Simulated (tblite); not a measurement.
## CH7BSi2: geometry relaxation (part 2 of 2)

CH7BSi2, multiplicity 3, SMILES [SiH3]B[C][SiH3]; GFN2-xTB geometry optimisation, gas phase (tblite 0.8.0). 

Geometry of the input (Å):
```
C  0.8392  -0.1548  1.3651
Si 1.9504  -0.5387  -0.0967
B  -0.4010  0.7307  0.9833
Si -1.8255  0.1283  -0.1948
H  3.3708  -0.5378  0.3141
H  1.7687  0.4852  -1.1621
H  1.5910  -1.8921  -0.6112
H  -0.6332  1.6931  1.6103
H  -3.0624  -0.0987  0.5991
H  -2.1177  1.2487  -1.1060
H  -1.4926  -1.0611  -0.9367
```

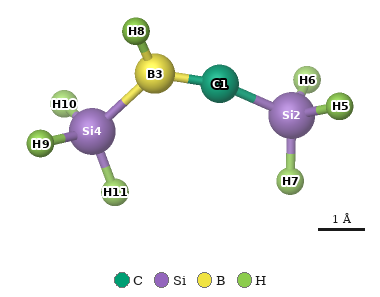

*The geometry at step 95 of the log (ball-and-stick view, seen at a tilt; atoms are numbered from 1 in the order of the input).*

**Trajectory as extended XYZ, continued**
```
11
Properties=species:S:1:pos:R:3:forces:R:3 step=60 energy=-278.49016
C     0.8281    0.2697    0.6794    0.0150  -0.0150  -0.0470
Si    2.1987   -0.5507   -0.1913    0.0310  -0.0120   0.0530
B    -0.5031    0.7436    1.0323    0.0410   0.0360   0.0390
Si   -2.0496    0.1933   -0.0920   -0.0740  -0.0500  -0.0650
H     3.4062   -0.6450    0.6510   -0.0730   0.0130  -0.0160
H     2.5035    0.2785   -1.3695   -0.0040   0.0130   0.0030
H     1.8455   -1.9084   -0.6410    0.0000   0.0090  -0.0020
H    -0.7342    1.4597    1.9381    0.0240  -0.0170  -0.0200
H    -3.2755   -0.0224    0.6977    0.0160   0.0090  -0.0120
H    -2.3859    1.2324   -1.0846    0.0200  -0.0220   0.0420
H    -1.8461   -1.0479   -0.8561    0.0030   0.0370   0.0260
11
Properties=species:S:1:pos:R:3:forces:R:3 step=65 energy=-278.49294
C     0.8086    0.2330    0.6105   -0.0060   0.0280  -0.0010
Si    2.2381   -0.5535   -0.1861   -0.0080  -0.0080  -0.0470
B    -0.5036    0.7314    0.9944   -0.0080  -0.0260  -0.0350
Si   -2.0961    0.1957   -0.0858    0.0250   0.0200   0.0400
H     3.3982   -0.6434    0.7126    0.0000   0.0090   0.0370
H     2.5913    0.2952   -1.3380   -0.0100   0.0170   0.0170
H     1.9326   -1.9062   -0.6781   -0.0100  -0.0270  -0.0040
H    -0.6974    1.4532    1.9031    0.0030  -0.0020  -0.0100
H    -3.2995    0.0112    0.7405   -0.0210  -0.0030   0.0190
H    -2.4435    1.2383   -1.0664    0.0150   0.0040  -0.0030
H    -1.9408   -1.0521   -0.8428    0.0180  -0.0120  -0.0130
11
Properties=species:S:1:pos:R:3:forces:R:3 step=70 energy=-278.49419
C     0.8034    0.2298    0.5761    0.0010  -0.0010   0.0000
Si    2.2467   -0.5585   -0.1920   -0.0020  -0.0020   0.0020
B    -0.5036    0.7258    0.9771    0.0040   0.0090   0.0120
Si   -2.1104    0.1960   -0.0750   -0.0030  -0.0060  -0.0070
H     3.3806   -0.6394    0.7433   -0.0100  -0.0050   0.0000
H     2.6153    0.3065   -1.3255    0.0070   0.0050  -0.0050
H     1.9592   -1.9133   -0.6919    0.0000   0.0000  -0.0040
H    -0.6789    1.4483    1.8890   -0.0060   0.0050  -0.0040
H    -3.3144    0.0182    0.7540    0.0050  -0.0010   0.0050
H    -2.4519    1.2414   -1.0561    0.0050  -0.0050   0.0020
H    -1.9585   -1.0519   -0.8350   -0.0020  -0.0010  -0.0020
11
Properties=species:S:1:pos:R:3:forces:R:3 step=75 energy=-278.49432
C     0.8036    0.2315    0.5789   -0.0060   0.0060   0.0060
Si    2.2429   -0.5593   -0.1940    0.0010   0.0030  -0.0040
B    -0.5027    0.7286    0.9810   -0.0100  -0.0110  -0.0180
Si   -2.1077    0.1931   -0.0748    0.0140   0.0050   0.0130
H     3.3748   -0.6419    0.7430    0.0010  -0.0060   0.0030
H     2.6132    0.3091   -1.3254    0.0020  -0.0070   0.0050
H     1.9567   -1.9145   -0.6946   -0.0020   0.0090  -0.0070
H    -0.6816    1.4546    1.8888   -0.0010   0.0070   0.0020
H    -3.3111    0.0154    0.7551    0.0030  -0.0020   0.0000
H    -2.4452    1.2387   -1.0561   -0.0030   0.0050  -0.0020
H    -1.9553   -1.0524   -0.8377    0.0010  -0.0090   0.0010
11
Properties=species:S:1:pos:R:3:forces:R:3 step=80 energy=-278.49445
C     0.8019    0.2291    0.5743    0.0080   0.0020  -0.0030
Si    2.2456   -0.5584   -0.1944   -0.0020   0.0020   0.0040
B    -0.5043    0.7266    0.9758    0.0110   0.0110   0.0080
Si   -2.1103    0.1922   -0.0736   -0.0120  -0.0080  -0.0090
H     3.3698   -0.6465    0.7511    0.0050  -0.0040   0.0060
H     2.6266    0.3111   -1.3208   -0.0010   0.0030   0.0040
H     1.9649   -1.9110   -0.7034   -0.0090  -0.0010  -0.0080
H    -0.6811    1.4576    1.8809    0.0020  -0.0020  -0.0060
H    -3.3096    0.0188    0.7629   -0.0020  -0.0040  -0.0010
H    -2.4506    1.2392   -1.0533   -0.0010  -0.0050   0.0000
H    -1.9653   -1.0558   -0.8354    0.0010   0.0070   0.0070
11
Properties=species:S:1:pos:R:3:forces:R:3 step=85 energy=-278.49474
C     0.8065    0.2392    0.5794   -0.0030   0.0030   0.0020
Si    2.2411   -0.5599   -0.1936    0.0050   0.0040  -0.0100
B    -0.5020    0.7347    0.9750   -0.0050  -0.0040  -0.0060
Si   -2.1066    0.1859   -0.0715    0.0070   0.0060   0.0060
H     3.3581   -0.6635    0.7594   -0.0010  -0.0120  -0.0100
H     2.6295    0.3152   -1.3135    0.0080   0.0090   0.0120
H     1.9528   -1.9023   -0.7262   -0.0060  -0.0030   0.0090
H    -0.6866    1.4736    1.8712    0.0090   0.0070   0.0060
H    -3.3032    0.0085    0.7679   -0.0040   0.0020  -0.0080
H    -2.4426    1.2331   -1.0523   -0.0150  -0.0070   0.0000
H    -1.9593   -1.0616   -0.8317    0.0050  -0.0070  -0.0010
11
Properties=species:S:1:pos:R:3:forces:R:3 step=90 energy=-278.49594
C     0.8203    0.2794    0.5812    0.0240  -0.0320  -0.0270
Si    2.2330   -0.5553   -0.1992   -0.0180  -0.0890   0.0620
B    -0.4972    0.7611    0.9661    0.0110   0.0300   0.0330
Si   -2.0967    0.1667   -0.0610   -0.0080   0.0000  -0.0190
H     3.3202   -0.7417    0.7808   -0.0520  -0.0040  -0.0520
H     2.6851    0.3407   -1.2724    0.0220   0.0440  -0.0290
H     1.9016   -1.8682   -0.7906    0.0190   0.0650   0.0380
H    -0.6836    1.5238    1.8443   -0.0070  -0.0220  -0.0260
H    -3.2924   -0.0155    0.7763   -0.0110  -0.0060   0.0280
H    -2.4579    1.1981   -1.0486   -0.0050   0.0080  -0.0190
H    -1.9448   -1.0864   -0.8128    0.0250   0.0060   0.0130
11
Properties=species:S:1:pos:R:3:forces:R:3 step=95 energy=-278.49850
C     0.8381    0.3224    0.5873   -0.0310  -0.0170  -0.0160
Si    2.2141   -0.5579   -0.2059    0.0230   0.0460  -0.0320
B    -0.4859    0.8055    0.9490   -0.0170  -0.0040  -0.0150
Si   -2.0833    0.1391   -0.0423   -0.0190   0.0110  -0.0020
H     3.2294   -0.8784    0.8076    0.0150  -0.0100   0.0090
H     2.7735    0.3874   -1.1911   -0.0100  -0.0190   0.0370
H     1.8496   -1.7991   -0.9082   -0.0150  -0.0180  -0.0080
H    -0.6858    1.6187    1.7739   -0.0030   0.0040   0.0200
H    -3.2750   -0.0565    0.8003    0.0260   0.0000   0.0360
H    -2.4800    1.1482   -1.0398    0.0030  -0.0080  -0.0330
H    -1.9072   -1.1267   -0.7669    0.0300   0.0160   0.0030
11
Properties=species:S:1:pos:R:3:forces:R:3 step=100 energy=-278.50122
C     0.8363    0.3414    0.5620   -0.0140   0.0100  -0.0010
Si    2.2136   -0.5504   -0.2171    0.0030  -0.0310   0.0220
B    -0.4836    0.8438    0.9123   -0.0290  -0.0030  -0.0410
Si   -2.0933    0.1203   -0.0267    0.0700   0.0350   0.0410
H     3.1236   -1.0285    0.8396   -0.0250   0.0320  -0.0290
H     2.9048    0.4349   -1.0694   -0.0180  -0.0470   0.0220
H     1.8195   -1.7137   -1.0342    0.0210   0.0330  -0.0140
H    -0.6767    1.7070    1.6868    0.0010  -0.0100   0.0250
H    -3.2457   -0.0808    0.8692    0.0230   0.0020  -0.0130
H    -2.5315    1.0902   -1.0465   -0.0170  -0.0360  -0.0080
H    -1.8795   -1.1614   -0.7118   -0.0140   0.0140  -0.0060
11
Properties=species:S:1:pos:R:3:forces:R:3 step=105 energy=-278.50303
C     0.8356    0.3672    0.5669    0.0230   0.0040   0.0100
Si    2.1942   -0.5503   -0.2160   -0.0010   0.0030  -0.0280
B    -0.4857    0.8691    0.9136    0.0370   0.0280   0.0170
Si   -2.0721    0.1167   -0.0220   -0.0200  -0.0120  -0.0010
H     3.0881   -1.0681    0.8322   -0.0230   0.0100   0.0040
H     2.9240    0.4249   -1.0467   -0.0180  -0.0190   0.0180
H     1.7754   -1.6773   -1.0693    0.0160   0.0050   0.0010
H    -0.6845    1.7301    1.6899    0.0050  -0.0160   0.0070
H    -3.2206   -0.1024    0.8739    0.0100   0.0070  -0.0090
H    -2.5286    1.0574   -1.0585   -0.0280   0.0030  -0.0150
H    -1.8381   -1.1644   -0.6999   -0.0020  -0.0130  -0.0040
11
Properties=species:S:1:pos:R:3:forces:R:3 step=110 energy=-278.50432
C     0.8379    0.3789    0.5392    0.0060   0.0200   0.0180
Si    2.1969   -0.5512   -0.2231    0.0510  -0.0030  -0.0010
B    -0.4780    0.8871    0.8912   -0.0560  -0.0190  -0.0080
Si   -2.0784    0.1152   -0.0163    0.0170   0.0180  -0.0440
H     3.0318   -1.1076    0.8549   -0.0220   0.0020  -0.0090
H     2.9826    0.4262   -0.9951   -0.0020  -0.0020  -0.0050
H     1.7986   -1.6482   -1.1213   -0.0020  -0.0130  -0.0060
H    -0.6758    1.7429    1.6723    0.0110   0.0070   0.0060
H    -3.2071   -0.0949    0.9040   -0.0080  -0.0060   0.0130
H    -2.5735    1.0302   -1.0616    0.0090  -0.0130   0.0210
H    -1.8473   -1.1756   -0.6800   -0.0020   0.0100   0.0150
11
Properties=species:S:1:pos:R:3:forces:R:3 step=115 energy=-278.50481
C     0.8415    0.3967    0.5322    0.0040   0.0010   0.0000
Si    2.1946   -0.5474   -0.2281    0.0030   0.0100   0.0010
B    -0.4787    0.8977    0.8836    0.0050  -0.0040   0.0020
Si   -2.0743    0.1120   -0.0158    0.0030  -0.0020   0.0100
H     2.9903   -1.1380    0.8606   -0.0090   0.0020  -0.0080
H     3.0145    0.4230   -0.9734   -0.0060  -0.0120   0.0040
H     1.7889   -1.6247   -1.1488    0.0040   0.0050   0.0040
H    -0.6764    1.7546    1.6644    0.0040   0.0010  -0.0050
H    -3.1939   -0.1010    0.9164   -0.0040  -0.0050   0.0000
H    -2.5852    1.0134   -1.0622    0.0000   0.0030  -0.0070
H    -1.8337   -1.1835   -0.6648   -0.0040   0.0000  -0.0030
11
Properties=species:S:1:pos:R:3:forces:R:3 step=120 energy=-278.50490
C     0.8436    0.4059    0.5289    0.0010   0.0020   0.0010
Si    2.1918   -0.5442   -0.2312    0.0020  -0.0060  -0.0060
B    -0.4773    0.9025    0.8833   -0.0070   0.0010  -0.0040
Si   -2.0713    0.1092   -0.0125   -0.0040   0.0000  -0.0020
H     2.9670   -1.1503    0.8632    0.0040   0.0010  -0.0030
H     3.0281    0.4189   -0.9659    0.0010  -0.0030   0.0040
H     1.7842   -1.6133   -1.1607    0.0010   0.0050   0.0030
H    -0.6757    1.7620    1.6604    0.0010   0.0040   0.0010
H    -3.1898   -0.1072    0.9205   -0.0020   0.0000  -0.0010
H    -2.5855    1.0060   -1.0625    0.0050  -0.0040   0.0080
H    -1.8275   -1.1868   -0.6594   -0.0020   0.0000  -0.0010
11
Properties=species:S:1:pos:R:3:forces:R:3 step=125 energy=-278.50496
C     0.8441    0.4064    0.5263   -0.0040  -0.0020  -0.0040
Si    2.1943   -0.5438   -0.2313    0.0020   0.0060   0.0050
B    -0.4774    0.9047    0.8775    0.0050   0.0020  -0.0010
Si   -2.0747    0.1068   -0.0092    0.0070  -0.0020   0.0060
H     2.9571   -1.1633    0.8650   -0.0030   0.0030  -0.0080
H     3.0445    0.4194   -0.9501   -0.0020  -0.0040   0.0050
H     1.7877   -1.6006   -1.1742    0.0000  -0.0030   0.0000
H    -0.6723    1.7722    1.6471   -0.0050  -0.0020  -0.0020
H    -3.1903   -0.1086    0.9274    0.0000   0.0010   0.0000
H    -2.5925    0.9998   -1.0598   -0.0010   0.0050  -0.0010
H    -1.8329   -1.1901   -0.6546    0.0010  -0.0040  -0.0010
11
Properties=species:S:1:pos:R:3:forces:R:3 step=128 energy=-278.50500
C     0.8447    0.4111    0.5218   -0.0010  -0.0010  -0.0040
Si    2.1941   -0.5424   -0.2322    0.0050   0.0010  -0.0020
B    -0.4770    0.9092    0.8718    0.0000   0.0010   0.0030
Si   -2.0748    0.1037   -0.0066    0.0030   0.0040  -0.0020
H     2.9402   -1.1776    0.8659    0.0010   0.0010   0.0010
H     3.0603    0.4181   -0.9347    0.0010   0.0000   0.0030
H     1.7892   -1.5885   -1.1877   -0.0030  -0.0040  -0.0020
H    -0.6728    1.7798    1.6373   -0.0040   0.0020   0.0010
H    -3.1860   -0.1093    0.9358    0.0000  -0.0020  -0.0020
H    -2.5981    0.9933   -1.0578    0.0000   0.0000   0.0030
H    -1.8322   -1.1946   -0.6494   -0.0020  -0.0010   0.0020
```
